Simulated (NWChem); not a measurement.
## Energy and gradient calculation, with input and output: Si2H3SClF2 (part 2 of 2)

Si2H3SClF2, SMILES F[SiH](F)S[SiH2]Cl; HF/6-31G, RHF (NWChem 7.3.0). The geometry comes from this level: PBE0-D4/def2-TZVP.

Geometry of the input (Å):
```
F  -1.8969  -0.6509  -0.0587
Si -0.6126  -1.3696  -0.6454
F  -0.0728  -2.3045  0.5138
S  0.8391  0.0431  -1.2215
Si 0.7960  1.2818  0.5231
Cl -0.5433  2.8118  0.3220
H  -0.9850  -2.2014  -1.7982
H  2.1481  1.8626  0.6429
H  0.4159  0.4809  1.7050
```

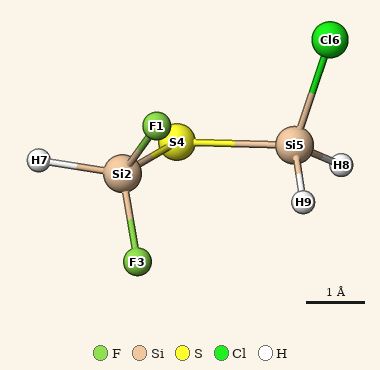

**Figure 1.** The structure (ball-and-stick view, seen at a tilt; atoms are numbered from 1 in the order of the input).

## Output, continued
```
 Vector   31  Occ=2.000000D+00  E=-7.149592D-01
              MO Center= -7.5D-01, -1.1D+00,  1.4D-01, r^2= 3.5D+00
   Bfn.  Coefficient  Atom+Function         Bfn.  Coefficient  Atom+Function
  ----- ------------  ---------------      ----- ------------  ---------------
    25      0.346343  3 F  px                 4      0.335737  1 F  py
    29      0.253240  3 F  px                 8      0.242849  1 F  py
     5     -0.233542  1 F  pz                41     -0.193784  4 S  s
    27     -0.181756  3 F  pz                 9     -0.180087  1 F  pz
    37     -0.161506  4 S  s

 Vector   32  Occ=2.000000D+00  E=-6.866541D-01
              MO Center= -8.9D-01, -1.5D+00,  2.5D-01, r^2= 2.1D+00
   Bfn.  Coefficient  Atom+Function         Bfn.  Coefficient  Atom+Function
  ----- ------------  ---------------      ----- ------------  ---------------
    26     -0.344626  3 F  py                 4      0.333029  1 F  py
    25     -0.293923  3 F  px                30     -0.263082  3 F  py
     8      0.257970  1 F  py                 3      0.234798  1 F  px
    29     -0.226416  3 F  px                 7      0.182001  1 F  px
    27     -0.154385  3 F  pz                 5      0.153192  1 F  pz

 Vector   33  Occ=2.000000D+00  E=-6.673299D-01
              MO Center= -9.3D-01, -1.5D+00,  2.2D-01, r^2= 2.2D+00
   Bfn.  Coefficient  Atom+Function         Bfn.  Coefficient  Atom+Function
  ----- ------------  ---------------      ----- ------------  ---------------
    25      0.380877  3 F  px                 5      0.292176  1 F  pz
    29      0.286556  3 F  px                 4     -0.273526  1 F  py
    26     -0.260149  3 F  py                 3      0.217600  1 F  px
     8     -0.209081  1 F  py                 9      0.210047  1 F  pz
    30     -0.202100  3 F  py                 7      0.174197  1 F  px

 Vector   34  Occ=2.000000D+00  E=-6.155940D-01
              MO Center= -3.7D-01, -9.3D-01, -5.1D-01, r^2= 4.5D+00
   Bfn.  Coefficient  Atom+Function         Bfn.  Coefficient  Atom+Function
  ----- ------------  ---------------      ----- ------------  ---------------
    27     -0.264252  3 F  pz                72     -0.250926  7 H  s
    18      0.243677  2 Si pz                 5     -0.219727  1 F  pz
    31     -0.216972  3 F  pz                15     -0.207483  2 Si s
    39      0.205244  4 S  py                71     -0.189822  7 H  s
     9     -0.182654  1 F  pz                53     -0.178828  5 Si pz

 Vector   35  Occ=2.000000D+00  E=-5.784840D-01
              MO Center=  5.5D-01,  1.0D+00,  4.3D-01, r^2= 4.8D+00
   Bfn.  Coefficient  Atom+Function         Bfn.  Coefficient  Atom+Function
  ----- ------------  ---------------      ----- ------------  ---------------
    51      0.278656  5 Si px                52      0.255102  5 Si py
    64      0.215529  6 Cl px                74      0.203646  8 H  s
    73      0.192125  8 H  s                 76     -0.192560  9 H  s
    75     -0.169519  9 H  s

 Vector   36  Occ=2.000000D+00  E=-5.535095D-01
              MO Center=  6.8D-02,  2.1D+00,  3.6D-01, r^2= 3.5D+00
   Bfn.  Coefficient  Atom+Function         Bfn.  Coefficient  Atom+Function
  ----- ------------  ---------------      ----- ------------  ---------------
    65      0.440153  6 Cl py                51      0.267574  5 Si px
    64     -0.246653  6 Cl px                69      0.207998  6 Cl py
    53      0.186403  5 Si pz                61     -0.173449  6 Cl py
    52     -0.164184  5 Si py

 Vector   37  Occ=2.000000D+00  E=-5.266209D-01
              MO Center= -1.4D-01,  8.9D-01, -4.1D-01, r^2= 6.0D+00
   Bfn.  Coefficient  Atom+Function         Bfn.  Coefficient  Atom+Function
  ----- ------------  ---------------      ----- ------------  ---------------
    66      0.335156  6 Cl pz                64      0.305089  6 Cl px
    39     -0.256386  4 S  py                72     -0.230560  7 H  s
    52      0.221095  5 Si py                40     -0.204658  4 S  pz
    70      0.177045  6 Cl pz                53      0.174613  5 Si pz
    68      0.154917  6 Cl px                71     -0.155203  7 H  s

 Vector   38  Occ=2.000000D+00  E=-4.903309D-01
              MO Center=  9.6D-02,  8.5D-01, -5.9D-01, r^2= 5.5D+00
   Bfn.  Coefficient  Atom+Function         Bfn.  Coefficient  Atom+Function
  ----- ------------  ---------------      ----- ------------  ---------------
    66      0.379724  6 Cl pz                38      0.300811  4 S  px
    40     -0.219437  4 S  pz                70      0.213405  6 Cl pz
    39      0.206430  4 S  py                17     -0.197529  2 Si py
    37      0.182837  4 S  s                 42      0.178743  4 S  px
    64     -0.166730  6 Cl px                65     -0.160980  6 Cl py

 Vector   39  Occ=2.000000D+00  E=-4.654680D-01
              MO Center=  5.2D-02,  2.1D+00,  2.5D-01, r^2= 4.1D+00
   Bfn.  Coefficient  Atom+Function         Bfn.  Coefficient  Atom+Function
  ----- ------------  ---------------      ----- ------------  ---------------
    64      0.453372  6 Cl px                65      0.379082  6 Cl py
    74     -0.286375  8 H  s                 68      0.257052  6 Cl px
    69      0.213287  6 Cl py                60     -0.174532  6 Cl px
    39      0.171727  4 S  py                73     -0.166483  8 H  s
    76      0.159530  9 H  s

 Vector   40  Occ=2.000000D+00  E=-4.581557D-01
              MO Center=  2.5D-01,  1.2D+00, -2.8D-01, r^2= 4.8D+00
   Bfn.  Coefficient  Atom+Function         Bfn.  Coefficient  Atom+Function
  ----- ------------  ---------------      ----- ------------  ---------------
    66      0.457411  6 Cl pz                40      0.420889  4 S  pz
    44      0.264540  4 S  pz                70      0.264338  6 Cl pz
    76     -0.257383  9 H  s                 53     -0.206109  5 Si pz
    62     -0.176232  6 Cl pz                36     -0.160892  4 S  pz
    37     -0.160125  4 S  s

 Vector   41  Occ=2.000000D+00  E=-4.317029D-01
              MO Center=  6.9D-01,  2.5D-01, -1.0D+00, r^2= 2.8D+00
   Bfn.  Coefficient  Atom+Function         Bfn.  Coefficient  Atom+Function
  ----- ------------  ---------------      ----- ------------  ---------------
    38      0.471988  4 S  px                39     -0.359896  4 S  py
    42      0.286849  4 S  px                40      0.256056  4 S  pz
    43     -0.225802  4 S  py                34     -0.177510  4 S  px
    65     -0.177358  6 Cl py                44      0.152403  4 S  pz

 Vector   42  Occ=0.000000D+00  E= 9.317009D-02
              MO Center=  6.7D-01,  8.2D-01, -1.4D-02, r^2= 6.2D+00
   Bfn.  Coefficient  Atom+Function         Bfn.  Coefficient  Atom+Function
  ----- ------------  ---------------      ----- ------------  ---------------
    41      1.267504  4 S  s                 57      1.174583  5 Si pz
    54     -0.988337  5 Si s                 44      0.588726  4 S  pz
    67      0.536550  6 Cl s                 55      0.505516  5 Si px
    19     -0.388711  2 Si s                 69     -0.379539  6 Cl py
    43      0.365895  4 S  py                20     -0.350472  2 Si px

 Vector   43  Occ=0.000000D+00  E= 1.033289D-01
              MO Center=  8.8D-01,  1.2D+00,  6.6D-01, r^2= 5.5D+00
   Bfn.  Coefficient  Atom+Function         Bfn.  Coefficient  Atom+Function
  ----- ------------  ---------------      ----- ------------  ---------------
    56      1.297778  5 Si py                67     -0.970368  6 Cl s
    55     -0.830884  5 Si px                41      0.803729  4 S  s
    44      0.463185  4 S  pz                68     -0.413596  6 Cl px
    69      0.389356  6 Cl py                57      0.355110  5 Si pz
    52      0.312635  5 Si py                51     -0.193621  5 Si px

 Vector   44  Occ=0.000000D+00  E= 1.354446D-01
              MO Center=  2.8D-01, -7.7D-02, -3.2D-01, r^2= 5.2D+00
   Bfn.  Coefficient  Atom+Function         Bfn.  Coefficient  Atom+Function
  ----- ------------  ---------------      ----- ------------  ---------------
    19      1.105086  2 Si s                 76      0.726605  9 H  s
    50     -0.571284  5 Si s                 56      0.566469  5 Si py
    43      0.559277  4 S  py                54     -0.547877  5 Si s
    21      0.527997  2 Si py                15      0.458948  2 Si s
    55      0.440131  5 Si px                22      0.412149  2 Si pz

 Vector   45  Occ=0.000000D+00  E= 1.469673D-01
              MO Center= -6.0D-01, -9.7D-01, -6.7D-01, r^2= 5.4D+00
   Bfn.  Coefficient  Atom+Function         Bfn.  Coefficient  Atom+Function
  ----- ------------  ---------------      ----- ------------  ---------------
    20      0.852304  2 Si px                21     -0.609581  2 Si py
     6      0.559956  1 F  s                 55      0.416140  5 Si px
    74     -0.380341  8 H  s                 28     -0.355004  3 F  s
    42     -0.291717  4 S  px                16      0.281183  2 Si px
    43      0.265533  4 S  py                17     -0.220605  2 Si py

 Vector   46  Occ=0.000000D+00  E= 1.541699D-01
              MO Center= -5.4D-01, -1.0D+00, -9.7D-02, r^2= 7.4D+00
   Bfn.  Coefficient  Atom+Function         Bfn.  Coefficient  Atom+Function
  ----- ------------  ---------------      ----- ------------  ---------------
    21      0.934422  2 Si py                74     -0.793846  8 H  s
    56      0.704692  5 Si py                22     -0.696783  2 Si pz
    55      0.643553  5 Si px                20      0.553698  2 Si px
    41     -0.494232  4 S  s                 19      0.439454  2 Si s
    28      0.418294  3 F  s                 43      0.407286  4 S  py

 Vector   47  Occ=0.000000D+00  E= 2.080209D-01
              MO Center=  4.2D-01,  1.3D-01,  3.8D-01, r^2= 8.1D+00
   Bfn.  Coefficient  Atom+Function         Bfn.  Coefficient  Atom+Function
  ----- ------------  ---------------      ----- ------------  ---------------
    54      1.227872  5 Si s                 76     -1.216626  9 H  s
    57      0.922137  5 Si pz                19      0.875473  2 Si s
    72     -0.848486  7 H  s                 74     -0.783233  8 H  s
    21     -0.467603  2 Si py                50      0.410582  5 Si s
    56     -0.328651  5 Si py                15      0.287095  2 Si s

 Vector   48  Occ=0.000000D+00  E= 2.186020D-01
              MO Center=  7.1D-02,  5.4D-02,  7.6D-02, r^2= 8.0D+00
   Bfn.  Coefficient  Atom+Function         Bfn.  Coefficient  Atom+Function
  ----- ------------  ---------------      ----- ------------  ---------------
    76      1.093311  9 H  s                 57     -0.991912  5 Si pz
    20     -0.970856  2 Si px                74     -0.873557  8 H  s
    55      0.814968  5 Si px                21     -0.689443  2 Si py
    43     -0.591463  4 S  py                19     -0.517849  2 Si s
    41      0.497051  4 S  s                 56      0.493598  5 Si py

 Vector   49  Occ=0.000000D+00  E= 2.627878D-01
              MO Center= -4.3D-01, -1.2D+00, -1.1D+00, r^2= 7.4D+00
   Bfn.  Coefficient  Atom+Function         Bfn.  Coefficient  Atom+Function
  ----- ------------  ---------------      ----- ------------  ---------------
    19      1.785604  2 Si s                 22     -1.179001  2 Si pz
    54      1.178971  5 Si s                 15     -1.105292  2 Si s
    50     -0.792407  5 Si s                 72     -0.719419  7 H  s
    21     -0.558256  2 Si py                41     -0.507483  4 S  s
    18      0.403408  2 Si pz                17      0.266980  2 Si py

 Vector   50  Occ=0.000000D+00  E= 2.819337D-01
              MO Center=  9.3D-01,  6.3D-01,  1.2D-01, r^2= 8.8D+00
   Bfn.  Coefficient  Atom+Function         Bfn.  Coefficient  Atom+Function
  ----- ------------  ---------------      ----- ------------  ---------------
    54      2.376255  5 Si s                 55      1.309918  5 Si px
    74     -1.264531  8 H  s                 22      1.152111  2 Si pz
    72      1.073481  7 H  s                 19     -0.843364  2 Si s
    43     -0.658316  4 S  py                21      0.592267  2 Si py
    50     -0.586484  5 Si s                 56      0.583391  5 Si py

 Vector   51  Occ=0.000000D+00  E= 2.913780D-01
              MO Center=  2.6D-02, -4.8D-01, -4.9D-01, r^2= 7.7D+00
   Bfn.  Coefficient  Atom+Function         Bfn.  Coefficient  Atom+Function
  ----- ------------  ---------------      ----- ------------  ---------------
    72      1.068467  7 H  s                 19     -0.737901  2 Si s
    17      0.714223  2 Si py                18      0.566839  2 Si pz
    52      0.492618  5 Si py                74     -0.461151  8 H  s
    57     -0.422432  5 Si pz                56     -0.413415  5 Si py
    16      0.381673  2 Si px                53      0.382233  5 Si pz

 Vector   52  Occ=0.000000D+00  E= 3.283959D-01
              MO Center=  8.1D-01,  1.1D+00,  6.6D-01, r^2= 4.9D+00
   Bfn.  Coefficient  Atom+Function         Bfn.  Coefficient  Atom+Function
  ----- ------------  ---------------      ----- ------------  ---------------
    53      0.993685  5 Si pz                57     -0.943460  5 Si pz
    51     -0.623636  5 Si px                55      0.589831  5 Si px
    54      0.505696  5 Si s                 52     -0.487870  5 Si py
    56      0.425873  5 Si py                21     -0.282910  2 Si py
    76     -0.274760  9 H  s                 49     -0.212385  5 Si pz

 Vector   53  Occ=0.000000D+00  E= 3.700036D-01
              MO Center=  6.0D-01,  1.2D+00,  3.7D-01, r^2= 5.2D+00
   Bfn.  Coefficient  Atom+Function         Bfn.  Coefficient  Atom+Function
  ----- ------------  ---------------      ----- ------------  ---------------
    51      1.052341  5 Si px                56      0.916366  5 Si py
    52     -0.705709  5 Si py                54      0.634009  5 Si s
    55     -0.630350  5 Si px                21      0.505570  2 Si py
    74     -0.490258  8 H  s                 57     -0.372752  5 Si pz
    53      0.370255  5 Si pz                20      0.363043  2 Si px

 Vector   54  Occ=0.000000D+00  E= 3.906156D-01
              MO Center=  1.5D-01, -1.8D-01, -4.0D-02, r^2= 6.4D+00
   Bfn.  Coefficient  Atom+Function         Bfn.  Coefficient  Atom+Function
  ----- ------------  ---------------      ----- ------------  ---------------
    19      1.604757  2 Si s                 20      0.943576  2 Si px
    54     -0.935511  5 Si s                 21      0.916715  2 Si py
    16     -0.817568  2 Si px                15     -0.812676  2 Si s
    52      0.779255  5 Si py                41     -0.721441  4 S  s
    55      0.621403  5 Si px                17     -0.544154  2 Si py

 Vector   55  Occ=0.000000D+00  E= 4.387646D-01
              MO Center=  4.4D-02,  5.2D-01,  9.1D-02, r^2= 6.5D+00
   Bfn.  Coefficient  Atom+Function         Bfn.  Coefficient  Atom+Function
  ----- ------------  ---------------      ----- ------------  ---------------
    54      3.161511  5 Si s                 56     -1.570085  5 Si py
    19     -1.437094  2 Si s                 50     -1.345420  5 Si s
    55     -1.088219  5 Si px                21     -0.862753  2 Si py
    76     -0.800598  9 H  s                 20     -0.680507  2 Si px
    57     -0.597334  5 Si pz                18     -0.570350  2 Si pz

 Vector   56  Occ=0.000000D+00  E= 4.631887D-01
              MO Center= -5.3D-01, -1.3D+00, -7.0D-01, r^2= 4.3D+00
   Bfn.  Coefficient  Atom+Function         Bfn.  Coefficient  Atom+Function
  ----- ------------  ---------------      ----- ------------  ---------------
    17      1.111119  2 Si py                21     -1.016030  2 Si py
    16     -0.971634  2 Si px                54      0.896959  5 Si s
    18     -0.686229  2 Si pz                55     -0.644102  5 Si px
    20      0.595585  2 Si px                67     -0.339161  6 Cl s
    19     -0.321993  2 Si s                 22      0.315262  2 Si pz

 Vector   57  Occ=0.000000D+00  E= 4.833638D-01
              MO Center= -8.5D-01, -1.1D+00,  1.2D-01, r^2= 4.0D+00
   Bfn.  Coefficient  Atom+Function         Bfn.  Coefficient  Atom+Function
  ----- ------------  ---------------      ----- ------------  ---------------
    19      1.886144  2 Si s                 15     -1.612776  2 Si s
    54     -1.614734  5 Si s                 22      1.173306  2 Si pz
    18     -0.981929  2 Si pz                21      0.778828  2 Si py
    50      0.703410  5 Si s                 16      0.673150  2 Si px
    56      0.671298  5 Si py                55      0.653878  5 Si px

 Vector   58  Occ=0.000000D+00  E= 5.425679D-01
              MO Center=  1.1D+00,  8.5D-02, -1.5D+00, r^2= 4.0D+00
   Bfn.  Coefficient  Atom+Function         Bfn.  Coefficient  Atom+Function
  ----- ------------  ---------------      ----- ------------  ---------------
    42      1.093132  4 S  px                44     -0.905119  4 S  pz
    38     -0.891644  4 S  px                40      0.686348  4 S  pz
    67     -0.418868  6 Cl s                 21      0.388549  2 Si py
    43     -0.323692  4 S  py                50      0.305374  5 Si s
    63      0.290085  6 Cl s                 37     -0.271089  4 S  s

 center of mass
 --------------
 x =  -0.26365696 y =   0.47547059 z =  -0.25380781

 moments of inertia (a.u.)
 ------------------
        2005.243693296048        -137.744437606840          49.824727069222
        -137.744437606840         755.280486210966        -225.902063848511
          49.824727069222        -225.902063848511        2193.666651123317

  Mulliken analysis of the total density
  --------------------------------------

    Atom       Charge   Shell Charges
 -----------   ------   -------------------------------------------------------
    1 F    9     9.57   2.00  0.92  3.30  1.07  2.28
    2 Si  14    12.41   2.00  2.00  5.98  0.94  1.48 -0.03  0.04
    3 F    9     9.57   2.00  0.92  3.30  1.07  2.28
    4 S   16    16.56   2.00  2.00  5.98  1.29  3.12  0.67  1.50
    5 Si  14    13.12   2.00  2.00  5.98  1.02  1.91  0.18  0.04
    6 Cl  17    17.34   2.00  2.00  5.98  1.35  3.61  0.65  1.75
    7 H    1     1.17   0.51  0.66
    8 H    1     1.13   0.50  0.63
    9 H    1     1.13   0.50  0.63

       Multipole analysis of the density wrt the origin
       ------------------------------------------------

     L   x y z        total         open         nuclear
     -   - - -        -----         ----         -------
     0   0 0 0     -0.000000      0.000000     82.000000

     1   1 0 0      0.616477      0.000000    -17.746795
     1   0 1 0     -0.464928      0.000000     39.314804
     1   0 0 1     -0.060503      0.000000    -21.045122

     2   2 0 0    -51.188693      0.000000    244.965074
     2   1 1 0      4.507995      0.000000     70.102737
     2   1 0 1      3.586159      0.000000    -12.434157
     2   0 2 0    -53.505475      0.000000    870.822207
     2   0 1 1      4.367733      0.000000    114.185131
     2   0 0 2    -48.751162      0.000000    158.051252

                              NWChem Gradients Module
                              -----------------------

  wavefunction    =   RHF

                         RHF ENERGY GRADIENTS

    atom               coordinates                        gradient
                 x          y          z           x          y          z
   1 F      -3.584621  -1.230023  -0.110927    0.047572  -0.029823  -0.025328
   2 Si     -1.157646  -2.588169  -1.219629   -0.006791   0.025647   0.078841
   3 F      -0.137572  -4.354874   0.970941   -0.021273   0.033754  -0.047481
   4 S       1.585669   0.081447  -2.308300   -0.012990   0.001029   0.021880
   5 Si      1.504222   2.422251   0.988516   -0.041256   0.007306  -0.030613
   6 Cl     -1.026688   5.313532   0.608492    0.032833  -0.038015   0.004224
   7 H      -1.861380  -4.160043  -3.398105    0.000699  -0.000468  -0.001903
   8 H       4.059320   3.519804   1.214905    0.000718  -0.000093  -0.000795
   9 H       0.785937   0.908769   3.221983    0.000487   0.000662   0.001174

                 ----------------------------------------
                 |  Time  |  1-e(secs)   |  2-e(secs)   |
                 ----------------------------------------
                 |  CPU   |       0.01   |      10.00   |
                 ----------------------------------------
                 |  WALL  |       0.01   |      10.00   |
                 ----------------------------------------

 Task  times  cpu:       39.7s     wall:       39.7s
 Total times  cpu:       39.7s     wall:       39.7s
```

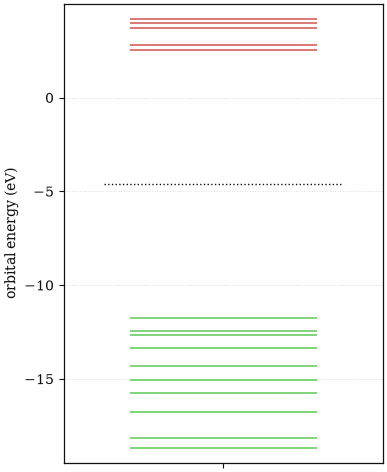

**Figure 2.** Orbital energies near the frontier; the dotted line parts filled from empty levels, and levels within 0.02 eV of each other stand side by side. Highest filled −11.75 eV, lowest empty 2.54 eV, 14.29 eV apart.
